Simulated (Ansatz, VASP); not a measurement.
**ScAl3 in two plane-wave programs**

Aim: how closely do two programs agree when they are given the same cell, functional and k mesh?

Method: plane waves, with VASP 6.6.1 beside it; relaxation of cell and atoms at PBE, in Ansatz 0.2.0.

### Step 1. The starting structure

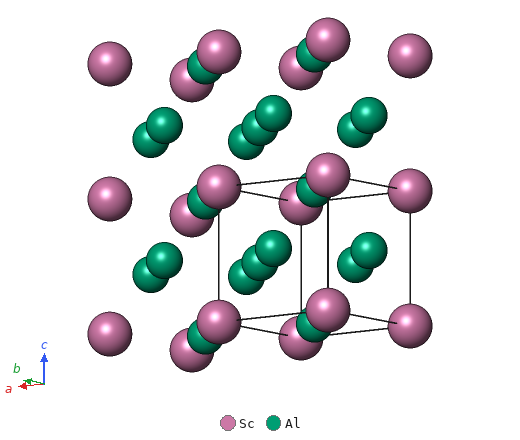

Start, viewed from a free direction; scandium pink, aluminium teal. 2×1×2 cells are drawn. Some periodic images of atoms are drawn too.

### Step 2. Ansatz: relaxation of cell and atoms, PBE

Ansatz runs on its default PAW (the set named soft_2) files.

The relaxed volume is the usual yardstick between codes: its relative difference is about their pressure difference at one cell divided by the bulk modulus.

The input, input.yaml:

```yaml
crystal:
  lattice:
    - [4.08780657, 0.0, 0.0]
    - [0.0, 4.08780657, 0.0]
    - [0.0, 0.0, 4.08780657]
  atoms:
    - { symbol: Sc, position: [0.0, 0.0, 0.0] }
    - { symbol: Al, position: [0.5, 0.5, 0.0] }
    - { symbol: Al, position: [0.0, 0.5, 0.5] }
    - { symbol: Al, position: [0.5, 0.0, 0.5] }
hamiltonian:
  xc: pbe
  pseudopotentials: { kind: paw }
kpoints:
  mp_grid: { grid: [6, 6, 6] }
scf:
  occupations: { method: methfessel_paxton, width: 0.15 }
relax:
  f_tol: 0.01
  max_steps: 60
  cell: { stress_tol: 0.05 }
output:
  forces: true
  stress: true
```

Run with:

```sh
$ ansatz run input.yaml --threads 4 --pin off --max-ram 9216MiB --backend cpu --events-out ev --progress --plain --runs-dir out
```

Numbers of over 12 decimals in the logs are rounded to 6 here.

Log:

```text
Engine: ansatz 0.2.0, aarch64-unknown-linux-gnu
Pseudopotentials: kind: paw
Pseudopotential: Sc, paw, valence charge 11, recommended cutoff 420 eV (normal), Sc.paw.azcp
Pseudopotential: Al, paw, valence charge 3, recommended cutoff 420 eV (normal), Al.paw.azcp
Functional definition: PBE
  parameter kappa = 0.804
  parameter beta = 0.066725
  exchange = pbe_x(kappa = kappa, mu = beta*pi^2/3)
  correlation = pbe_c(beta = beta)
Crystal: 4 atoms, lattice volume = 68.308 Å³
Basis set: ecut = 420 eV, 1357 PW (Γ), exchange–correlation on 60×60×60 points (8 copies of the dense FFT grid, shifted against one another)
Bands: 14, of which v1, the nominal top of the filled ones, is band 10 counted from 1 (9 counted from 0)
Symmetry: 48 space group operations
Space group: Pm-3m (ITA 221), of the structure as read, at distance tolerance 4.1e-5 Å
k-points: 20 of 216
Non-local potential: Sc, projectors of the file, l = 0: 3, l = 1: 2, l = 2: 3, l = 3: 1
Non-local potential: Al, projectors of the file, l = 0: 2, l = 1: 2, l = 2: 1
PAW form: soft (Blöchl's): semilocal exchange-correlation on the pseudo side does not see the compensation charge
PAW one-centre angular grid: Sc, 590 points (default); XC on 64 Gauss nodes
PAW one-centre angular grid: Al, 110 points (default); XC on 64 Gauss nodes
Initial density: superposition of atomic densities (neutral atoms: chi_scale 0, normalization atom), corrected by the library's trained network
Initial wavefunctions: pseudopotential atomic-orbital guess
Functional: x = pbe(κ = 0.804, μ = 0.219515), c = pbe(β = 0.066725)
SCF iter   1: F=—  HF=-3750.118891 eV  |F-HF|=—  |Δ(HF+E_count)|=         —  Δρ=2.33e-3  dr2=9.81e-3  ethr=1.77e-3  ⟨swp⟩=5.0  Hψ=1585  notcnv=0
preconditioner: auto → Resta (q_TF=auto, 2.223 Å⁻¹)  ε∞=8.9  [insulator: Δε(μ)=0.132 eV  Ē_g=5.551 eV  σ=0.150 eV  W_gap=0.60  n_scr=18 (ndim 8)  ℏωp=15.6 eV  f_vac=0.000  D(μ)=2.43/eV (n_scr^D=18)  ε∞_Penn≈8.9]
SCF iter   2: F=—  HF=-3750.116860 eV  |F-HF|=—  |Δ(HF+E_count)|=   2.03e-3  S|Δr|=    0.00e0  Δρ=1.10e-3  dr2=1.21e-3  ethr=4.90e-5  ⟨swp⟩=1.0  Hψ=440  notcnv=0
SCF iter   3: F=—  HF=-3750.116634 eV  |F-HF|=—  |Δ(HF+E_count)|=   2.27e-4  S|Δr|=    0.00e0  Δρ=4.59e-4  dr2=2.55e-4  ethr=6.05e-6  ⟨swp⟩=2.0  Hψ=461  notcnv=0
SCF iter   4: F=—  HF=-3750.116586 eV  |F-HF|=—  |Δ(HF+E_count)|=   4.80e-5  S|Δr|=    0.00e0  Δρ=7.84e-5  dr2=4.32e-6  ethr=1.27e-6  ⟨swp⟩=2.0  Hψ=385  notcnv=0
SCF iter   5: F=—  HF=-3750.116628 eV  |F-HF|=—  |Δ(HF+E_count)|=   4.25e-5  S|Δr|=    0.00e0  Δρ=1.14e-5  dr2=6.82e-8  ethr=5.00e-10  ⟨swp⟩=3.0  Hψ=1049  notcnv=0
SCF iter   6: F=-3750.116628 eV  HF=-3750.116628 eV  |F-HF|=5.28e-11  |Δ(HF+E_count)|=   2.25e-9  S|Δr|=    0.00e0  Δρ=9.79e-7  dr2=3.32e-10  ethr=3.41e-10  ⟨swp⟩=2.0  Hψ=982  notcnv=0
SCF 1 converged in 6 iterations: F = -3750.116628 eV  dr2 = 3.32e-10
  greatest PAW one-centre occupation: 0.998 electrons in one spin orbital (limit 2), on the Sc atom at site 0 (counted from 0), in its partial waves of l = 0
relax step   1: F+E_penalty+E_count = -3750.11662814 eV  Δ(F+E_penalty+E_count) = +0.000e0 eV  max|allowed force component| = 6.615e-31 eV/Å  Δτ_max = 0.0000 Å  P = +1.060 GPa  Ω = 68.308 Å³  (6 SCF iters, dr2 threshold 1.00e-7 eV, accepted)
[...]
relax step   2: F+E_penalty+E_count = -3750.11761365 eV  Δ(F+E_penalty+E_count) = -9.855e-4 eV  max|allowed force component| = 1.849e-31 eV/Å  Δτ_max = 0.0000 Å  P = -0.680 GPa  Ω = 69.699 Å³  energy of the carried Pulay correction = -5.210e-4 eV  (5 SCF iters, dr2 threshold 4.00e-7 eV, accepted)
[...]
relax step   3: F+E_penalty+E_count = -3750.11902214 eV  Δ(F+E_penalty+E_count) = -1.408e-3 eV  max|allowed force component| = 3.225e-31 eV/Å  Δτ_max = 0.0000 Å  P = -0.014 GPa  Ω = 69.149 Å³  energy of the carried Pulay correction = -3.160e-4 eV  (4 SCF iters, dr2 threshold 4.00e-7 eV, accepted)
[...]
relax step   4: F+E_penalty+E_count = -3750.11937929 eV  Δ(F+E_penalty+E_count) = -3.572e-4 eV  max|allowed force component| = 2.547e-31 eV/Å  Δτ_max = 0.0000 Å  P = -0.009 GPa  Ω = 69.149 Å³  stress off target by 8.76e-3 GPa  SCF on the basis re-selected at this cell (its energy is not comparable with the rows above)  (5 SCF iters)
basis re-selected at this cell: Δ(F+E_penalty+E_count) = -3.572e-4 eV, ΔP = +0.006 GPa vs the last step (what re-selecting the basis moved, of the pressure what is left beyond the Pulay correction that the steps carried, after the strain that the cell walked since its last selection, with what the two solves' SCF thresholds leave and, on support functions, any second-order correction that the steps lacked; it is no m [...]
SCF converged after 5 iterations
Stability not checked: this state was not tested for a lower state beside it, because cold or Methfessel-Paxton smearing, or corrected tetrahedra, fill the levels in a way that the test cannot read (fill_not_monotonic; see scf.lower_state_search)
Free energy (F): -3750.119379 eV
Harris-Foulkes:  -3750.119379 eV  (|F-HF|=7.28e-12)
Internal energy: -3750.115808 eV  (E = F + TS)
E sigma→0 (E₀):  -3750.118486 eV
Entropy (-TS):   -0.003571 eV (-0.893 meV/atom)
Fermi energy:    9.247145 eV
Step filling:    the computed levels leave a gap of 0.0238 eV = 0.2 smearing widths at the electron count; against every level under it full and every level over it empty, smearing changes F+E_penalty+E_count by -2.672 meV and its σ→0 estimate by -1.779 meV
--- Per-component energies (eV) ---
  E_band       = -127.753535
  E_kinetic    = 332.545878
  E_local      = -1011.142246  (includes V_loc(G=0)·N_el)
  E_nonlocal   = 114.701457
  E_hartree    = 391.165014
  E_xc         = -224.839620
  E_vxc        = -217.832987  (∫ρ·V_xc dr)
  E_paw        = -2358.456482  (= ΣΔE_a)
  E_vpaw       = -128.355553  (= ΣTr[D̂ρ^β])
  E_aug_tail   = 0.000003  (compensation charges beyond the density's cutoff)
  E_ewald      = -994.089812
  E_smearing   = -0.003571  (= −TS)
  E_closure    = -0.000000  (closes the sum)
  Σ components = -3750.119379   (vs F -3750.119379, Δ=0.00e0)
--- Forces (eV/Å), atoms counted from 1 ---
  atom   1  Sc     0.00000000    -0.00000000    -0.00000000
  atom   2  Al     0.00000000     0.00000000     0.00000000
  atom   3  Al    -0.00000000     0.00000000    -0.00000000
  atom   4  Al    -0.00000000     0.00000000    -0.00000000
  max |Σ_I F_I| component: 1.64e-31 eV/Å
--- Stress (GPa, compression-positive) ---
       -0.008762       0.000000       0.000000
        0.000000      -0.008762       0.000000
        0.000000       0.000000      -0.008762
  P = ⅓ Tr σ = -0.0088 GPa (-0.088 kbar)
--- Relaxed structure (3 steps of the walk, 3 accepted, 1 SCFs on fresh bases) ---
  F+E_penalty+E_count = -3750.11937929 eV   max|allowed force component| = 2.547e-31 eV/Å   (the final SCF, on the basis selected at the relaxed cell)
  cell:  # Å, volume = 69.1487 Å³
    - [4.104509, 0, 0]
    - [0, 4.104509, 0.0]
    - [0, 0.0, 4.104509]
  atoms:
    - { symbol: Sc, position: [0, 0, 0] }
    - { symbol: Al, position: [0.5, 0.5, 0] }
    - { symbol: Al, position: [0, 0.5, 0.5] }
    - { symbol: Al, position: [0.5, 0, 0.5] }
```

The job ended after 2.9 s (4 threads of Arm Neoverse N1, shared host; peak memory 0.35 GiB; 9.2 s of CPU time).

### Step 3. VASP: relaxation of cell and atoms, PBE

The same cell, functional, mesh and smearing now go to VASP, with its own data sets and cutoff.

Lines of VASP's logs that name or quote its potential files are left out, and so is its time.

The input, INCAR:

```
SYSTEM = ScAl3
PREC = Accurate
ENCUT = 350
EDIFF = 1E-06
NELM = 120
ISMEAR = 1
SIGMA = 0.15
LREAL = .FALSE.
ALGO = Normal
GGA = PE
NBANDS = 16
LASPH = .TRUE.
LORBIT = 11
LWAVE = .FALSE.
LCHARG = .FALSE.
KPAR = 8
IBRION = 2
NSW = 40
ISIF = 3
EDIFFG = -0.02
POTIM = 0.4
```

The input, POSCAR:

```
ScAl3
1.0
    4.0878065700      0.0000000000      0.0000000000
    0.0000000000      4.0878065700      0.0000000000
    0.0000000000      0.0000000000      4.0878065700
Sc Al
1 3
Direct
    0.0000000000      0.0000000000      0.0000000000
    0.5000000000      0.5000000000      0.0000000000
    0.0000000000      0.5000000000      0.5000000000
    0.5000000000      0.0000000000      0.5000000000
```

The input, KPOINTS:

```
Automatic mesh
0
Gamma
6 6 6
0 0 0
```

The projector-augmented-wave data sets are Sc_sv and Al (PBE family, release 64).

Run with:

```sh
$ mpirun -np 8 vasp_std
```

Log:

```text
[banner, memory and clock lines left out]
running    8 mpi-ranks, on    1 nodes
 distrk:  each k-point on    1 cores,    8 groups
 distr:  one band on    1 cores,    1 groups

 POSCAR found type information on POSCAR ScAl
 POSCAR found :  2 types and       4 ions
|                                                                             |
|           W    W    AA    RRRRR   N    N  II  N    N   GGGG   !!!           |
|           W    W   A  A   R    R  NN   N  II  NN   N  G    G  !!!           |
|           W    W  A    A  R    R  N N  N  II  N N  N  G       !!!           |
|           W WW W  AAAAAA  RRRRR   N  N N  II  N  N N  G  GGG   !            |
|           WW  WW  A    A  R   R   N   NN  II  N   NN  G    G                |
|           W    W  A    A  R    R  N    N  II  N    N   GGGG   !!!           |
|                                                                             |
|     For optimal performance we recommend to set                             |
|       NCORE = 2 up to number-of-cores-per-socket                            |
|     NCORE specifies how many cores store one orbital (NPAR=cpu/NCORE).      |
|     This setting can greatly improve the performance of VASP for DFT.       |
|     The default, NCORE=1 might be grossly inefficient on modern             |
|     multi-core architectures or massively parallel machines. Do your        |
|     Unfortunately you need to use the default for GW and RPA                |
|     calculations (for HF NCORE is supported but not extensively tested      |
|     yet).                                                                   |
|                                                                             |

 LDA part: xc-table for (Slater+PW92), standard interpolation
 POSCAR, INCAR and KPOINTS ok, starting setup
 FFT: planning ... GRIDC
 FFT: planning ... GRID_SOFT
 FFT: planning ... GRID
 WAVECAR not read
 entering main loop
       N       E                     dE             d eps       ncg     rms          rms(c)
DAV:   1     0.845698918379E+02    0.84570E+02   -0.68673E+03   648   0.833E+02
DAV:   2    -0.159611536591E+02   -0.10053E+03   -0.98388E+02   664   0.272E+02
DAV:   3    -0.201787806842E+02   -0.42176E+01   -0.41490E+01   952   0.489E+01
DAV:   4    -0.202633657903E+02   -0.84585E-01   -0.84551E-01   824   0.827E+00
DAV:   5    -0.202660057896E+02   -0.26400E-02   -0.26400E-02  1008   0.134E+00    0.888E+00
DAV:   6    -0.193427834505E+02    0.92322E+00   -0.43353E+00  1056   0.219E+01    0.313E+00
DAV:   7    -0.192981083930E+02    0.44675E-01   -0.89506E-02   816   0.229E+00    0.180E+00
DAV:   8    -0.192762087482E+02    0.21900E-01   -0.31072E-02  1000   0.139E+00    0.225E-01
DAV:   9    -0.192759142857E+02    0.29446E-03   -0.23933E-03   816   0.519E-01    0.112E-01
DAV:  10    -0.192758660856E+02    0.48200E-04   -0.18696E-04  1064   0.135E-01    0.717E-02
DAV:  11    -0.192758666189E+02   -0.53337E-06   -0.15753E-05  1000   0.255E-02    0.299E-02
DAV:  12    -0.192758615764E+02    0.50426E-05   -0.37886E-05  1072   0.658E-02    0.365E-03
DAV:  13    -0.192758615041E+02    0.72314E-07   -0.18936E-06   640   0.155E-02
   1 F= -.19275862E+02 E0= -.19275035E+02  d E =-.192759E+02
 curvature:   0.00 expect dE= 0.000E+00 dE for cont linesearch  0.000E+00
 trial: gam= 0.00000 g(F)=  0.000E+00 g(S)=  0.461E-02 ort = 0.000E+00 (trialstep = 0.100E+01)
 search vector abs. value=  0.461E-02
 bond charge predicted
       N       E                     dE             d eps       ncg     rms          rms(c)
DAV:   1    -0.192950298365E+02   -0.19168E-01   -0.45592E-01   800   0.919E+00    0.104E+00
DAV:   2    -0.192797015282E+02    0.15328E-01   -0.11570E-01   944   0.402E+00    0.202E-01
DAV:   3    -0.192783761054E+02    0.13254E-02   -0.48944E-03  1024   0.525E-01    0.124E-01
DAV:   4    -0.192779934042E+02    0.38270E-03   -0.99362E-04   808   0.254E-01    0.425E-02
DAV:   5    -0.192779832216E+02    0.10183E-04   -0.88698E-05  1032   0.979E-02    0.197E-02
DAV:   6    -0.192779791325E+02    0.40891E-05   -0.12915E-05   992   0.336E-02    0.600E-03
DAV:   7    -0.192779789681E+02    0.16441E-06   -0.42383E-07   376   0.495E-03
   2 F= -.19277979E+02 E0= -.19276856E+02  d E =-.211746E-02
 trial-energy change:   -0.002117  1 .order   -0.002118   -0.004606    0.000369
 step:   0.9258(harm=  0.9258)  dis= 0.00000  next Energy=   -19.277994 (dE=-0.213E-02)
 reached required accuracy - stopping structural energy minimisation
```

From OUTCAR (step 3):

```text
ion  position               nearest neighbor table
   1  0.000  0.000  0.000-   2 2.89   3 2.89   4 2.89   3 2.89   4 2.89   2 2.89   3 2.89   3 2.89
                             2 2.89   4 2.89   4 2.89   2 2.89
   2  0.500  0.500  0.000-   1 2.89   3 2.89   4 2.89   3 2.89   4 2.89   1 2.89   4 2.89   4 2.89
                             1 2.89   3 2.89   3 2.89   1 2.89
   3  0.000  0.500  0.500-   1 2.89   2 2.89   4 2.89   1 2.89   2 2.89   1 2.89   4 2.89   1 2.89
                             2 2.89   4 2.89   2 2.89   4 2.89
   4  0.500  0.000  0.500-   1 2.89   2 2.89   3 2.89   1 2.89   2 2.89   2 2.89   3 2.89   2 2.89
                             1 2.89   3 2.89   1 2.89   3 2.89

  LATTYP: Found a simple cubic cell.
 ALAT       =     4.0878065700

 Subroutine GETGRP returns: Found 48 space group operations
 (whereof 48 operations were pure point group operations)

The static configuration has the point symmetry O_h .

 Found     20 irreducible k-points:

   k-points           NKPTS =     20   k-points in BZ     NKDIM =     20   number of bands    NBANDS=     16

   dimension x,y,z NGX =    28 NGY =   28 NGZ =   28
   dimension x,y,z NGXF=    56 NGYF=   56 NGZF=   56

   ENCUT  =  350.0 eV  25.72 Ry    5.07 a.u.   6.24  6.24  6.24*2*pi/ulx,y,z

   NELECT =      20.0000    total number of electrons

 k-points in reciprocal lattice and weights: Automatic mesh
   0.00000000  0.00000000  0.00000000       0.005
   0.16666667  0.00000000  0.00000000       0.028
   0.33333333  0.00000000  0.00000000       0.028
   0.50000000  0.00000000  0.00000000       0.014
   0.16666667  0.16666667  0.00000000       0.056
   0.33333333  0.16666667  0.00000000       0.111
   0.50000000  0.16666667  0.00000000       0.056
   0.33333333  0.33333333  0.00000000       0.056
   0.50000000  0.33333333  0.00000000       0.056
[...]
0.50000000  0.50000000  0.33333333       0.028
   0.50000000  0.50000000  0.50000000       0.005

 average (electrostatic) potential at core
       1 -43.3519       2 -73.2402       3 -73.2402       4 -73.2402

 E-fermi :   7.3056

 k-point     1 :       0.0000    0.0000    0.0000
  band No.  band energies     occupation
    ...
      6       4.5598      2.00000
      7       4.5598      2.00000
      8       5.3644      2.00000
      9       5.3644      2.00000
     10       5.3644      2.00000
     11       8.4472     -0.00000
     12       8.4680     -0.00000
     13       8.4680     -0.00000
     14       8.4680     -0.00000
     15      11.8574      0.00000
    ...

 k-point     2 :       0.1667    0.0000    0.0000
  band No.  band energies     occupation
    ...
      6       3.0251      2.00000
      7       4.7587      2.00000
      8       5.3964      2.00000
      9       5.3964      2.00000
     10       6.3211      2.00000
     11       8.3357     -0.00000
     12       8.3357     -0.00000
     13       8.5436     -0.00000
     14       9.3493     -0.00000
     15      10.3871      0.00000
    ...

 k-point     3 :       0.3333    0.0000    0.0000
  band No.  band energies     occupation
    ...
      5      -1.8114      2.00000
      6       1.1513      2.00000
      7       5.2908      2.00000
      8       5.4518      2.00000
      9       5.4518      2.00000
     10       7.4505     -0.04259
     11       8.1809     -0.00000
     12       8.1809     -0.00000
     13       8.7064     -0.00000
     14       8.7803     -0.00000
    ...

  Total       -0.0319871     -0.0319871     -0.0319871     -0.0000000     -0.0000000     -0.0000000
  in kB       -0.7416673     -0.7416673     -0.7416673     -0.0000000     -0.0000000     -0.0000000
  external PRESSURE =      -0.7416673 kB  Pullay stress =       0.0000000 kB

  energy-cutoff  :      350.00
  volume of cell :       69.10
      direct lattice vectors                 reciprocal lattice vectors
     4.103540324 -0.000000000  0.000000000     0.243692013  0.000000000  0.000000000
    -0.000000000  4.103540324  0.000000000     0.000000000  0.243692013  0.000000000
     0.000000000 -0.000000000  4.103540324     0.000000000  0.000000000  0.243692013

 POSITION                                       TOTAL-FORCE (eV/Angst)
 -----------------------------------------------------------------------------------
      0.00000      0.00000      0.00000        -0.000000      0.000000      0.000000
      2.05177      2.05177      0.00000        -0.000000     -0.000000      0.000000
     -0.00000      2.05177      2.05177         0.000000     -0.000000      0.000000
      2.05177     -0.00000      2.05177        -0.000000     -0.000000      0.000000
 -----------------------------------------------------------------------------------
    total drift:                               -0.000000     -0.000000     -0.000000

  FREE ENERGIE OF THE ION-ELECTRON SYSTEM (eV)
  ---------------------------------------------------
  free  energy   TOTEN  =       -19.2779789681 eV

  energy  without entropy=      -19.2746112151  energy(sigma->0) =      -19.27685638

 reached required accuracy - stopping structural energy minimisation

 total charge
# of ion       s       p       d       tot
------------------------------------------
    1        2.183   6.136   1.283   9.602
    2        0.416   0.378   0.000   0.794
    3        0.416   0.378   0.000   0.794
    4        0.416   0.378   0.000   0.794
--------------------------------------------------
tot          3.431   7.271   1.283  11.984

[... 3 further parts left out ...]
```

### Step 4. Differences

Known differences besides the PAW data sets themselves: both relaxations stop at a tolerance, which leaves soft axes loose, and VASP keeps its plane-wave basis; the cutoff is 420 eV in Ansatz and 350 eV in VASP; Ansatz adds a Pulay correction to the stress that steers its cell, VASP none. Total energies have different zeros and are not compared.

Compared:

```csv
quantity,Ansatz,VASP,difference
volume (Å³),69.15,69.10,+0.07 %
"edge a after relaxation, in the typed setting (Å)",4.104,4.104,+0.02 %
```

The walks stopped with -0.01 GPa left in Ansatz and -0.07 GPa in VASP; each walk ends within a tolerance, so the volume difference is uncertain by about these residues over the bulk modulus, most in soft cells.

### Step 5. What came out

```json
{
  "difference in volume (relaxation of cell and atoms, PBE)": "0.071 %"
}
```

What this shows: The difference in volume is 0.071 % (relaxation of cell and atoms, PBE), within the 1.2 % picked in this series as the mark of a large difference, as far as the stopping tolerances let one tell. How closely two codes agree says nothing of how well the functional describes the real material.

[Lines on the potential files, build, host, timing and source positions are cut from VASP's logs without a mark.]

[Logs are printed without paths, hosts, clocks, repeated set-up lines and the standing remarks that a program may print on its own settings, such as how far it seeks lower states.]

[Hosts, paths, dates, database ids (printed as entryN), source tags and the programs' standing remarks are cut or masked in the printed files.]
